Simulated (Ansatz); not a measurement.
**Boron, diamond under BLYP: from relaxation to bulk modulus**

Aim: take boron in the diamond structure, relax it, solve it on a dense k-mesh, then scale the cell to 7 volumes from 88 to 112 % of the relaxed one and try a fit of the equation of state. Spin polarisation is left out. The k-meshes are 13×13×13 for the relaxation; 22×22×22 for the dense run; 15×15×15 for the volumes.

Computed with Ansatz 0.2.0 (DFT BLYP, plane waves (420 eV) with PAW, scalar-relativistic; PAW files made under PBE, frozen cores solved again for the functional, unless a step says otherwise).

### 1 The starting structure

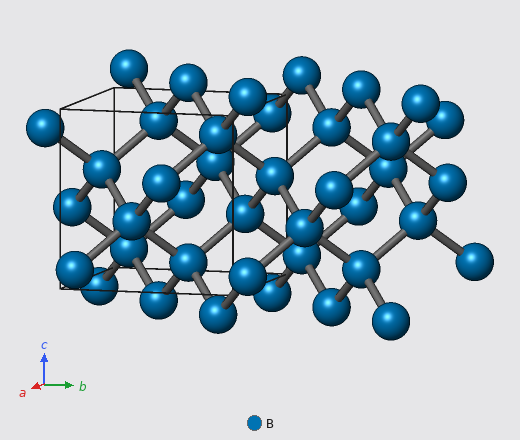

Start, viewed slightly off an axis; boron blue. 1×2×1 conventional cells are drawn; the run uses a primitive one. Any atoms on the faces are drawn again on the opposite ones, and bonded neighbours outside are added.

As a file:

```
CELL_PARAMETERS angstrom
0.00000 2.06831 2.06831
2.06831 0.00000 2.06831
2.06831 2.06831 0.00000
ATOMIC_POSITIONS crystal
B 0.12500 0.12500 0.12500
B 0.87500 0.87500 0.87500
```

### 2 Relaxing cell and atoms

File input.yaml:

```yaml
crystal:
  lattice:
    - [0.0, 2.0683080914, 2.0683080914]
    - [2.0683080914, 0.0, 2.0683080914]
    - [2.0683080914, 2.0683080914, 0.0]
  atoms:
    - { symbol: B, position: [0.125, 0.125, 0.125] }
    - { symbol: B, position: [0.875, 0.875, 0.875] }
hamiltonian:
  xc: blyp
  pseudopotentials:
    kind: paw
    azcp:
      B: "pseudopotentials/B.paw.azcp"
basis:
  ecutwfc: 420
  fft_grid_basis: typed
kpoints:
  mp_grid: { grid: [13, 13, 13], shift: [0, 0, 0] }
magnetization:
  spin_polarized: false
scf:
  occupations: { method: fermi_dirac, width: 0.1 }
relax:
  max_steps: 60
  f_tol: 0.01
  cell: {}
```

Output:

```text
Warning: RAYON_NUM_THREADS=2 ignored (pool sized by the plan → 2); use --threads N
Engine: ansatz 0.2.0, aarch64-unknown-linux-gnu
Pseudopotentials: kind: paw
Pseudopotential: B, paw, valence charge 3, recommended cutoff 420 eV (normal), <dir>
Functional definition: BLYP
  parameter beta = 0.0042
  parameter a = 0.04918
  parameter b = 0.132
  parameter c = 0.2533
  parameter d = 0.349
  exchange = b88_x(beta = beta)
  correlation = lyp_c(a = a, b = b, c = c, d = d)
Crystal: 2 atoms, lattice volume = 17.696 Å³
Basis set: ecut = 420 eV, 331 PW (Γ), exchange–correlation on 40×40×40 points (8 copies of the dense FFT grid, shifted against one another)
Bands: 7, of which v1, the nominal top of the filled ones, is band 3 counted from 1 (2 counted from 0)
Symmetry: 48 space group operations
Space group: Fd-3m (ITA 227), of the structure as read, at distance tolerance 2.6e-5 Å
k-points: 84 of 2197
Non-local potential: B, projectors of the file, l = 0: 2, l = 1: 2, l = 2: 1
PAW form: soft (Blöchl's): semilocal exchange-correlation on the pseudo side does not see the compensation charge
PAW frozen core: B, regenerated for the run's functional, and the local potential with it (the file was generated under x = pbe(κ = 0.804, μ = 0.2195149727645171), c = pbe(β = 0.06672455060314922))
PAW one-centre angular grid: B, 110 points (default); XC on 64 Gauss nodes
Initial density: superposition of atomic densities (neutral atoms: chi_scale 0, normalization atom), corrected by the library's trained network
Initial wavefunctions: pseudopotential atomic-orbital guess
Functional: x = b88, c = lyp
SCF iter   1: F=—  HF=-310.882058 eV  |F-HF|=—  |Δ(HF+E_count)|=         —  Δρ=1.16e-2  dr2=2.50e-2  ethr=1.77e-3  ⟨swp⟩=4.6  Hψ=3997  notcnv=0
preconditioner: auto → none  [metal: Δε(μ)=0.063 eV  Ē_g=13.004 eV  σ=0.100 eV  W_gap=0.15  n_scr=0 (ndim 8)  ℏωp=21.6 eV  f_vac=0.000  D(μ)=0.82/eV (n_scr^D=8)]
SCF iter   2: F=—  HF=-310.872944 eV  |F-HF|=—  |Δ(HF+E_count)|=   9.11e-3  Δρ=4.46e-3  dr2=3.64e-3  ethr=4.16e-4  ⟨swp⟩=1.1  Hψ=1271  notcnv=0  defer=4
SCF iter   3: F=—  HF=-310.871521 eV  |F-HF|=—  |Δ(HF+E_count)|=   1.42e-3  Δρ=1.51e-4  dr2=1.21e-6  ethr=6.06e-5  ⟨swp⟩=2.0  Hψ=823  notcnv=0  defer=4
SCF iter   4: F=—  HF=-310.871521 eV  |F-HF|=—  |Δ(HF+E_count)|=   2.18e-7  Δρ=2.83e-5  dr2=6.40e-8  ethr=2.02e-8  ⟨swp⟩=2.0  Hψ=850  notcnv=0  defer=4
iter 5 did not close the SCF: its close was put off for the readings that it lacked (scf_convergence_deferred on its scf_iter line)
SCF iter   5: F=-310.871521 eV  HF=-310.871521 eV  |F-HF|=7.08e-11  |Δ(HF+E_count)|=   4.19e-8  Δρ=9.02e-7  dr2=3.98e-11  ethr=1.07e-9  ⟨swp⟩=2.2  Hψ=834  notcnv=0  defer=4
SCF iter   6: F=-310.871521 eV  HF=-310.871521 eV  |F-HF|=1.14e-13  |Δ(HF+E_count)|=  7.08e-11  Δρ=2.12e-8  dr2=1.93e-14  ethr=1.00e-12  ⟨swp⟩=1.0  Hψ=1682  notcnv=0
SCF 1 converged in 6 iterations: F = -310.871521 eV  dr2 = 1.93e-14
relax step   1: F+E_penalty+E_count = -310.87152106 eV  Δ(F+E_penalty+E_count) = +0.000e0 eV  max|allowed force component| = 2.313e-17 eV/Å  Δτ_max = 0.0000 Å  P = -5.423 GPa  Ω = 17.696 Å³  (6 SCF iters, dr2 threshold 1.00e-7 eV, accepted)
Crystal: 2 atoms, lattice volume = 17.326 Å³
Initial density: handed on by an earlier stage of this run
Initial wavefunctions: those handed on with the density
iter 1 solved again at ethr=1.61e-5 eV; its pass at ethr=3.10e-3 eV (dr2=9.64e-4 eV) is discarded
SCF iter   1: F=—  HF=-310.881435 eV  |F-HF|=—  |Δ(HF+E_count)|=         —  Δρ=2.20e-3  dr2=9.66e-4  ethr=1.61e-5  ⟨swp⟩=1.0  Hψ=4923  notcnv=0
preconditioner: auto → none  [metal: Δε(μ)=0.047 eV  Ē_g=13.193 eV  σ=0.100 eV  W_gap=0.12  n_scr=0 (ndim 8)  ℏωp=21.9 eV  f_vac=0.000  D(μ)=0.81/eV (n_scr^D=8)]
SCF iter   2: F=—  HF=-310.881129 eV  |F-HF|=—  |Δ(HF+E_count)|=   3.06e-4  Δρ=8.60e-4  dr2=1.43e-4  ethr=1.61e-5  ⟨swp⟩=1.0  Hψ=588  notcnv=0
SCF iter   3: F=—  HF=-310.881083 eV  |F-HF|=—  |Δ(HF+E_count)|=   4.56e-5  Δρ=7.86e-5  dr2=4.85e-7  ethr=2.39e-6  ⟨swp⟩=2.0  Hψ=829  notcnv=0
SCF iter   4: F=-310.881083 eV  HF=-310.881083 eV  |F-HF|=1.00e-9  |Δ(HF+E_count)|=   3.74e-7  Δρ=5.34e-6  dr2=4.62e-9  ethr=3.33e-9  ⟨swp⟩=4.0  Hψ=1583  notcnv=0
SCF 2 converged in 4 iterations: F = -310.881083 eV  dr2 = 4.62e-9
relax step   2: F+E_penalty+E_count = -310.88108336 eV  Δ(F+E_penalty+E_count) = -9.562e-3 eV  max|allowed force component| = 4.626e-17 eV/Å  Δτ_max = 0.0000 Å  P = -2.208 GPa  Ω = 17.326 Å³  energy of the carried Pulay correction = +6.828e-4 eV  (4 SCF iters, dr2 threshold 2.00e-7 eV, accepted)
Crystal: 2 atoms, lattice volume = 17.080 Å³
iter 1 solved again at ethr=7.43e-6 eV; its pass at ethr=3.10e-3 eV (dr2=4.46e-4 eV) is discarded
SCF iter   1: F=—  HF=-310.883339 eV  |F-HF|=—  |Δ(HF+E_count)|=         —  Δρ=1.52e-3  dr2=4.47e-4  ethr=7.43e-6  ⟨swp⟩=1.0  Hψ=4787  notcnv=0
preconditioner: auto → none  [metal: Δε(μ)=0.037 eV  Ē_g=13.319 eV  σ=0.100 eV  W_gap=0.09  n_scr=0 (ndim 8)  ℏωp=22.0 eV  f_vac=0.000  D(μ)=0.81/eV (n_scr^D=8)]
SCF iter   2: F=—  HF=-310.883198 eV  |F-HF|=—  |Δ(HF+E_count)|=   1.41e-4  Δρ=5.93e-4  dr2=6.66e-5  ethr=7.43e-6  ⟨swp⟩=1.0  Hψ=588  notcnv=0
SCF iter   3: F=—  HF=-310.883177 eV  |F-HF|=—  |Δ(HF+E_count)|=   2.09e-5  Δρ=5.42e-5  dr2=2.24e-7  ethr=1.11e-6  ⟨swp⟩=2.0  Hψ=829  notcnv=0
SCF iter   4: F=-310.883177 eV  HF=-310.883177 eV  |F-HF|=3.68e-10  |Δ(HF+E_count)|=   1.76e-7  Δρ=3.52e-6  dr2=1.90e-9  ethr=3.33e-9  ⟨swp⟩=4.0  Hψ=1567  notcnv=0
SCF 3 converged in 4 iterations: F = -310.883177 eV  dr2 = 1.90e-9
relax step   3: F+E_penalty+E_count = -310.88317721 eV  Δ(F+E_penalty+E_count) = -2.094e-3 eV  max|allowed force component| = 6.534e-17 eV/Å  Δτ_max = 0.0000 Å  P = +0.103 GPa  Ω = 17.080 Å³  energy of the carried Pulay correction = +1.144e-3 eV  (4 SCF iters, dr2 threshold 2.00e-7 eV, accepted)
Crystal: 2 atoms, lattice volume = 17.091 Å³
iter 1 solved again at ethr=1.53e-8 eV; its pass at ethr=3.10e-3 eV (dr2=9.17e-7 eV) is discarded
SCF iter   1: F=—  HF=-310.883161 eV  |F-HF|=—  |Δ(HF+E_count)|=         —  Δρ=6.88e-5  dr2=9.18e-7  ethr=1.53e-8  ⟨swp⟩=1.0  Hψ=4682  notcnv=0
preconditioner: auto → none  [metal: Δε(μ)=0.037 eV  Ē_g=13.314 eV  σ=0.100 eV  W_gap=0.09  n_scr=0 (ndim 8)  ℏωp=22.0 eV  f_vac=0.000  D(μ)=0.81/eV (n_scr^D=8)]
SCF iter   2: F=—  HF=-310.883161 eV  |F-HF|=—  |Δ(HF+E_count)|=   1.58e-7  Δρ=2.72e-5  dr2=1.38e-7  ethr=1.53e-8  ⟨swp⟩=1.0  Hψ=588  notcnv=0
SCF iter   3: F=-310.883161 eV  HF=-310.883161 eV  |F-HF|=3.22e-10  |Δ(HF+E_count)|=   4.15e-8  Δρ=2.54e-6  dr2=4.83e-10  ethr=4.39e-10  ⟨swp⟩=4.0  Hψ=1581  notcnv=0
SCF 4 converged in 3 iterations: F = -310.883161 eV  dr2 = 4.83e-10
relax step   4: F+E_penalty+E_count = -310.88316084 eV  Δ(F+E_penalty+E_count) = +1.637e-5 eV  max|allowed force component| = 1.480e-16 eV/Å  Δτ_max = 0.0000 Å  P = +0.001 GPa  Ω = 17.091 Å³  energy of the carried Pulay correction = +1.124e-3 eV  (3 SCF iters, dr2 threshold 2.63e-8 eV, accepted)
Initial wavefunctions: pseudopotential atomic-orbital guess (no wavefunctions were taken with the density)
iter 1 solved again at ethr=2.76e-8 eV; its pass at ethr=3.10e-3 eV (dr2=1.66e-6 eV) is discarded
SCF iter   1: F=—  HF=-310.882129 eV  |F-HF|=—  |Δ(HF+E_count)|=         —  Δρ=9.74e-5  dr2=1.61e-7  ethr=2.76e-8  ⟨swp⟩=3.3  Hψ=5880  notcnv=0
SCF iter   2: F=—  HF=-310.882132 eV  |F-HF|=—  |Δ(HF+E_count)|=   2.17e-6  Δρ=5.09e-5  dr2=4.34e-8  ethr=2.68e-9  ⟨swp⟩=2.0  Hψ=828  notcnv=0
SCF iter   3: F=—  HF=-310.882132 eV  |F-HF|=—  |Δ(HF+E_count)|=   6.81e-7  Δρ=1.86e-6  dr2=1.12e-10  ethr=7.24e-10  ⟨swp⟩=2.0  Hψ=834  notcnv=0
SCF iter   4: F=-310.882132 eV  HF=-310.882132 eV  |F-HF|=4.55e-12  |Δ(HF+E_count)|=  6.27e-10  Δρ=1.91e-7  dr2=1.52e-12  ethr=1.00e-12  ⟨swp⟩=5.6  Hψ=1923  notcnv=0
SCF 5 converged in 4 iterations: F = -310.882132 eV  dr2 = 1.52e-12
relax step   5: F+E_penalty+E_count = -310.88213234 eV  Δ(F+E_penalty+E_count) = +1.028e-3 eV  max|allowed force component| = 1.110e-16 eV/Å  Δτ_max = 0.0000 Å  P = -0.062 GPa  Ω = 17.091 Å³  stress off target by 6.22e-2 GPa  SCF on the basis re-selected at this cell (its energy is not comparable with the rows above)  (4 SCF iters)
basis re-selected at this cell: Δ(F+E_penalty+E_count) = +1.028e-3 eV, ΔP = -0.063 GPa vs the last step (what re-selecting the basis moved, of the pressure what is left beyond the Pulay correction that the steps carried, after the strain that the cell walked since its last selection, with what the two solves' SCF thresholds leave and, on support functions, any second-order correction that the steps lacked; it is no measure of the basis error at this ecutwfc). This SCF's stress stands 6.22e-2 GPa from its target on what of the cell is left free (relax.cell.stress_tol is 5.00e-2 GPa) and its largest allowed force component is 1.11e-16 eV/Å (relax.f_tol is 1.00e-2 eV/Å): not within both, so this SCF does not close the relaxation
Crystal: 2 atoms, lattice volume = 17.084 Å³
iter 1 solved again at ethr=5.24e-9 eV; its pass at ethr=3.10e-3 eV (dr2=3.14e-7 eV) is discarded
SCF iter   1: F=—  HF=-310.882146 eV  |F-HF|=—  |Δ(HF+E_count)|=         —  Δρ=4.02e-5  dr2=3.15e-7  ethr=5.24e-9  ⟨swp⟩=1.0  Hψ=4709  notcnv=0
preconditioner: auto → none  [metal: Δε(μ)=0.036 eV  Ē_g=13.318 eV  σ=0.100 eV  W_gap=0.09  n_scr=0 (ndim 8)  ℏωp=22.0 eV  f_vac=0.000  D(μ)=0.81/eV (n_scr^D=8)]
SCF iter   2: F=—  HF=-310.882146 eV  |F-HF|=—  |Δ(HF+E_count)|=   7.98e-9  Δρ=1.57e-5  dr2=4.68e-8  ethr=5.24e-9  ⟨swp⟩=1.0  Hψ=588  notcnv=0
SCF iter   3: F=-310.882146 eV  HF=-310.882146 eV  |F-HF|=1.13e-10  |Δ(HF+E_count)|=   1.46e-8  Δρ=1.44e-6  dr2=1.59e-10  ethr=1.61e-10  ⟨swp⟩=4.0  Hψ=1580  notcnv=0
SCF 6 converged in 3 iterations: F = -310.882146 eV  dr2 = 1.59e-10
relax step   6: F+E_penalty+E_count = -310.88214622 eV  Δ(F+E_penalty+E_count) = -1.388e-5 eV  max|allowed force component| = 1.110e-16 eV/Å  Δτ_max = 0.0000 Å  P = -0.000 GPa  Ω = 17.084 Å³  energy of the carried Pulay correction = +1.263e-5 eV  (3 SCF iters, dr2 threshold 9.68e-9 eV, accepted)
iter 1 solved again at ethr=2.41e-8 eV; its pass at ethr=3.10e-3 eV (dr2=1.45e-6 eV) is discarded
SCF iter   1: F=—  HF=-310.882138 eV  |F-HF|=—  |Δ(HF+E_count)|=         —  Δρ=1.80e-6  dr2=1.89e-10  ethr=2.41e-8  ⟨swp⟩=3.2  Hψ=5885  notcnv=0
SCF iter   2: F=—  HF=-310.882138 eV  |F-HF|=—  |Δ(HF+E_count)|=   3.50e-7  Δρ=9.06e-7  dr2=4.83e-11  ethr=3.15e-12  ⟨swp⟩=2.3  Hψ=848  notcnv=0
SCF iter   3: F=-310.882138 eV  HF=-310.882138 eV  |F-HF|=1.14e-13  |Δ(HF+E_count)|=  8.57e-11  Δρ=3.40e-8  dr2=8.11e-14  ethr=1.00e-12  ⟨swp⟩=5.0  Hψ=1844  notcnv=0
SCF 7 converged in 3 iterations: F = -310.882138 eV  dr2 = 8.11e-14
relax step   7: F+E_penalty+E_count = -310.88213800 eV  Δ(F+E_penalty+E_count) = +8.219e-6 eV  max|allowed force component| = 1.480e-16 eV/Å  Δτ_max = 0.0000 Å  P = -0.001 GPa  Ω = 17.084 Å³  stress off target by 9.68e-4 GPa  SCF on the basis re-selected at this cell (its energy is not comparable with the rows above)  (3 SCF iters)
basis re-selected at this cell: Δ(F+E_penalty+E_count) = +8.219e-6 eV, ΔP = -0.001 GPa vs the last step (what re-selecting the basis moved, of the pressure what is left beyond the Pulay correction that the steps carried, after the strain that the cell walked since its last selection, with what the two solves' SCF thresholds leave and, on support functions, any second-order correction that the steps lacked; it is no measure of the basis error at this ecutwfc). This SCF's stress stands 9.68e-4 GPa from its target on what of the cell is left free (relax.cell.stress_tol is 5.00e-2 GPa) and its largest allowed force component is 1.48e-16 eV/Å (relax.f_tol is 1.00e-2 eV/Å): within both
SCF converged after 3 iterations
Free energy (F): -310.882138 eV
Harris-Foulkes:  -310.882138 eV  (|F-HF|=1.14e-13)
Internal energy: -310.854900 eV  (E = F + TS)
E sigma→0 (E₀):  -310.868519 eV
Entropy (-TS):   -0.027238 eV (-13.619 meV/atom)
Fermi energy:    6.607797 eV
--- Per-component energies (eV) ---
  E_band       = 12.418418
  E_kinetic    = 91.530760
  E_local      = -47.114534  (includes V_loc(G=0)·N_el)
  E_nonlocal   = 26.953461
  E_hartree    = 8.968297
  E_xc         = -60.308681
  E_vxc        = -70.873471  (∫ρ·V_xc dr)
  E_paw        = -160.130863  (= ΣΔE_a)
  E_vpaw       = -6.014387  (= ΣTr[D̂ρ^β])
  E_aug_tail   = -0.000005  (compensation charges beyond the density's cutoff)
  E_ewald      = -170.754864
  E_core_change = 0.001528  (= ΣΔE_core)
  E_smearing   = -0.027238  (= −TS)
  E_closure    = 0.000000  (closes the sum)
  Σ components = -310.882138   (vs F -310.882138, Δ=0.00e0)
--- Forces (eV/Å), atoms counted from 1 ---
  atom   1  B     -0.00000000    -0.00000000    -0.00000000
  atom   2  B      0.00000000     0.00000000    -0.00000000
  max |Σ_I F_I| component: 6.01e-17 eV/Å
--- Stress (GPa, compression-positive) ---
       -0.000968       0.000000       0.000000
        0.000000      -0.000968       0.000000
        0.000000       0.000000      -0.000968
  P = ⅓ Tr σ = -0.0010 GPa (-0.010 kbar)
--- Relaxed structure (5 steps of the walk, 5 accepted, 2 SCFs on fresh bases) ---
  F+E_penalty+E_count = -310.88213800 eV   max|allowed force component| = 1.480e-16 eV/Å   (the final SCF, on the basis selected at the relaxed cell)
  cell:  # Å, volume = 17.0842 Å³
    - [-2.5277822199853342e-34, 2.0441931237309805, 2.0441931237309805]
    - [2.0441931237309805, -7.376347168955467e-34, 2.0441931237309805]
    - [2.0441931237309805, 2.0441931237309805, -1.1966162758503237e-33]
  atoms:
    - { symbol: B, position: [0.125, 0.125, 0.125] }
    - { symbol: B, position: [0.875, 0.875, 0.875] }
```

Wall time 1.9 s (2 threads of an Arm CPU, shared host); peak memory 0.26 GiB.

The steps of the relaxation:

```
step  energy change (meV/atom)  largest force (eV/Å)  pressure (GPa)  volume (Å³/atom)
   1                      0.00                0.0000           -5.42             8.848
   2                     -4.78                0.0000           -2.21             8.663
   3                     -5.83                0.0000            0.10             8.540
   4                     -5.82                0.0000            0.00             8.545
   5                     -5.31                0.0000           -0.06             8.545
   6                     -5.31                0.0000            0.00             8.542
   7                     -5.31                0.0000            0.00             8.542
```

Steps that repeat a cell are solved on a basis chosen anew, so their changes of energy are no gain of the relaxation.

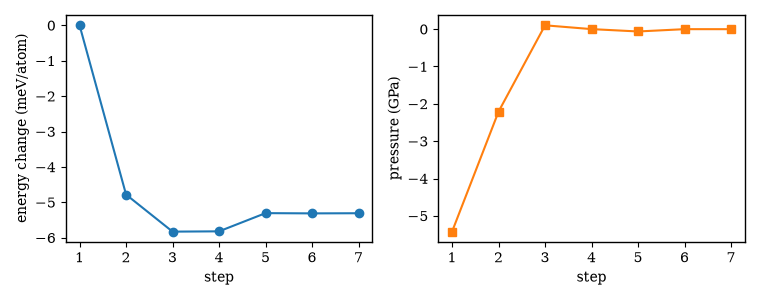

Energy and pressure over the accepted steps.

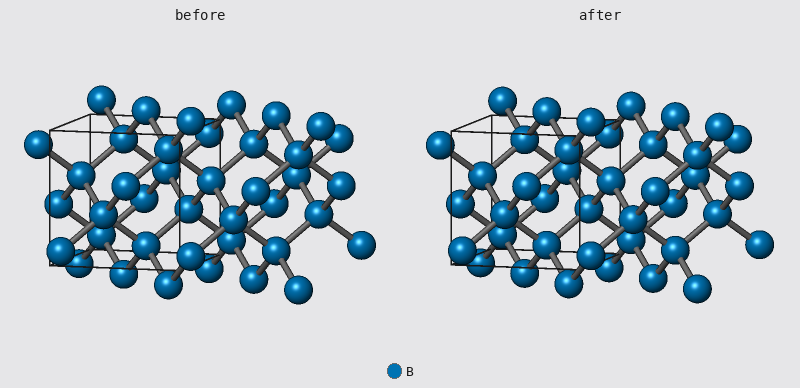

Before and after, at one scale. The cells drawn are those of the first picture.

The cell of the run, before and after:

|  | before | after | change |
| --- | --- | --- | --- |
| a (Å) | 2.925 | 2.891 | -1.2 % |
| b (Å) | 2.925 | 2.891 | -1.2 % |
| c (Å) | 2.925 | 2.891 | -1.2 % |
| volume (Å³/atom) | 8.848 | 8.542 | -3.5 % |
| shortest distance (Å) | 1.791 | 1.770 | -1.2 % |
| space group (spins left aside) | Fd-3m | Fd-3m | same |

### 3 Dense single point

File input.yaml:

```yaml
crystal:
  lattice:
    - [0.0, 2.0441931237, 2.0441931237]
    - [2.0441931237, 0.0, 2.0441931237]
    - [2.0441931237, 2.0441931237, 0.0]
  atoms:
    - { symbol: B, position: [0.125, 0.125, 0.125] }
    - { symbol: B, position: [0.875, 0.875, 0.875] }
hamiltonian:
  xc: blyp
  pseudopotentials:
    kind: paw
    azcp:
      B: "pseudopotentials/B.paw.azcp"
basis:
  ecutwfc: 420
  fft_grid_basis: typed
kpoints:
  mp_grid: { grid: [22, 22, 22], shift: [0, 0, 0] }
magnetization:
  spin_polarized: false
scf:
  occupations: { method: fermi_dirac, width: 0.1 }
```

Output, cut to the lines that bear on the results:

```text
Warning: RAYON_NUM_THREADS=2 ignored (pool sized by the plan → 2); use --threads N
[...]
[... 3 set-up lines as earlier in the session ...]
[...]
Crystal: 2 atoms, lattice volume = 17.084 Å³
Basis set: ecut = 420 eV, 331 PW (Γ), exchange–correlation on 40×40×40 points (8 copies of the dense FFT grid, shifted against one another)
Bands: 7, of which v1, the nominal top of the filled ones, is band 3 counted from 1 (2 counted from 0)
[... 2 set-up lines as earlier in the session ...]
k-points: 328 of 10648
[...]
SCF iter   1: F=—  HF=-310.889529 eV  |F-HF|=—  |Δ(HF+E_count)|=         —  Δρ=1.17e-2  dr2=2.43e-2  ethr=1.77e-3  ⟨swp⟩=4.6  Hψ=15659  notcnv=0
[...]
SCF iter   6: F=-310.879265 eV  HF=-310.879265 eV  |F-HF|=5.68e-14  |Δ(HF+E_count)|=  1.02e-10  Δρ=2.23e-8  dr2=3.90e-14  ethr=1.00e-12  ⟨swp⟩=1.0  Hψ=6594  notcnv=0
[...]
SCF converged after 6 iterations
Free energy (F): -310.879265 eV
[...]
E sigma→0 (E₀):  -310.864271 eV
Entropy (-TS):   -0.029986 eV (-14.993 meV/atom)
Fermi energy:    6.607823 eV
[...]
```

It took 1.4 s on 2 threads of an Arm CPU, shared host; peak memory 0.29 GiB.

### 4 Volume × 0.88

File input.yaml:

```yaml
crystal:
  lattice:
    - [0.0, 1.9589175049, 1.9589175049]
    - [1.9589175049, 0.0, 1.9589175049]
    - [1.9589175049, 1.9589175049, 0.0]
  atoms:
    - { symbol: B, position: [0.125, 0.125, 0.125] }
    - { symbol: B, position: [0.875, 0.875, 0.875] }
hamiltonian:
  xc: blyp
  pseudopotentials:
    kind: paw
    azcp:
      B: "pseudopotentials/B.paw.azcp"
basis:
  ecutwfc: 420
  fft_grid_basis: typed
kpoints:
  mp_grid: { grid: [15, 15, 15], shift: [0, 0, 0] }
magnetization:
  spin_polarized: false
scf:
  occupations: { method: fermi_dirac, width: 0.1 }
  lower_state_search: "off"
output:
  stress: true
```

Output, cut to the lines that bear on the results:

```text
Warning: RAYON_NUM_THREADS=2 ignored (pool sized by the plan → 2); use --threads N
[...]
[... 3 set-up lines as earlier in the session ...]
[...]
Crystal: 2 atoms, lattice volume = 15.034 Å³
Basis set: ecut = 420 eV, 283 PW (Γ), exchange–correlation on 40×40×40 points (8 copies of the dense FFT grid, shifted against one another)
Bands: 7, of which v1, the nominal top of the filled ones, is band 3 counted from 1 (2 counted from 0)
[... 1 set-up line as earlier in the session ...]
Space group: Fd-3m (ITA 227), of the structure as read, at distance tolerance 2.5e-5 Å
k-points: 120 of 3375
[...]
SCF iter   1: F=—  HF=-310.734937 eV  |F-HF|=—  |Δ(HF+E_count)|=         —  Δρ=1.14e-2  dr2=2.00e-2  ethr=1.77e-3  ⟨swp⟩=4.5  Hψ=5675  notcnv=0
[...]
SCF iter   6: F=-310.726505 eV  HF=-310.726505 eV  |F-HF|=5.68e-14  |Δ(HF+E_count)|=  8.78e-11  Δρ=2.68e-8  dr2=3.34e-14  ethr=1.00e-12  ⟨swp⟩=1.0  Hψ=2375  notcnv=0
[...]
SCF converged after 6 iterations
Free energy (F): -310.726505 eV
[...]
E sigma→0 (E₀):  -310.712722 eV
Entropy (-TS):   -0.027568 eV (-13.784 meV/atom)
Fermi energy:    7.974735 eV
[...]
--- Stress (GPa, compression-positive) ---
       26.251285       0.000000      -0.000000
       -0.000000      26.251285       0.000000
        0.000000       0.000000      26.251285
  P = ⅓ Tr σ = 26.2513 GPa (262.513 kbar)
```

Run time: 0.48 s. Hardware: 2 threads of an Arm CPU, shared host; peak memory 0.25 GiB.

### 5 Volume × 0.92

Edit input.yaml of step 4 so:

```diff
@@ -2,5 +2,5 @@
   lattice:
-    - [0.0, 1.9589175049, 1.9589175049]
-    - [1.9589175049, 0.0, 1.9589175049]
-    - [1.9589175049, 1.9589175049, 0.0]
+    - [0.0, 1.9881593908, 1.9881593908]
+    - [1.9881593908, 0.0, 1.9881593908]
+    - [1.9881593908, 1.9881593908, 0.0]
   atoms:
```

Output, cut to the lines that bear on the results:

```text
Warning: RAYON_NUM_THREADS=2 ignored (pool sized by the plan → 2); use --threads N
[...]
[... 3 set-up lines as earlier in the session ...]
[...]
Crystal: 2 atoms, lattice volume = 15.718 Å³
Basis set: ecut = 420 eV, 331 PW (Γ), exchange–correlation on 40×40×40 points (8 copies of the dense FFT grid, shifted against one another)
Bands: 7, of which v1, the nominal top of the filled ones, is band 3 counted from 1 (2 counted from 0)
[... 2 set-up lines as earlier in the session ...]
k-points: 120 of 3375
[...]
SCF iter   1: F=—  HF=-310.824670 eV  |F-HF|=—  |Δ(HF+E_count)|=         —  Δρ=1.16e-2  dr2=2.18e-2  ethr=1.77e-3  ⟨swp⟩=4.5  Hψ=5679  notcnv=0
[...]
SCF iter   6: F=-310.815476 eV  HF=-310.815476 eV  |F-HF|=5.68e-14  |Δ(HF+E_count)|=  7.55e-11  Δρ=2.60e-8  dr2=3.23e-14  ethr=1.00e-12  ⟨swp⟩=1.0  Hψ=2401  notcnv=0
[...]
SCF converged after 6 iterations
Free energy (F): -310.815476 eV
[...]
E sigma→0 (E₀):  -310.801031 eV
Entropy (-TS):   -0.028890 eV (-14.445 meV/atom)
Fermi energy:    7.483883 eV
[...]
--- Stress (GPa, compression-positive) ---
       15.795350       0.000000       0.000000
       -0.000000      15.795350       0.000000
        0.000000       0.000000      15.795350
  P = ⅓ Tr σ = 15.7953 GPa (157.953 kbar)
```

It took 0.49 s on 2 threads of an Arm CPU, shared host; peak memory 0.26 GiB.

(Part 1 of 2 ends here.)
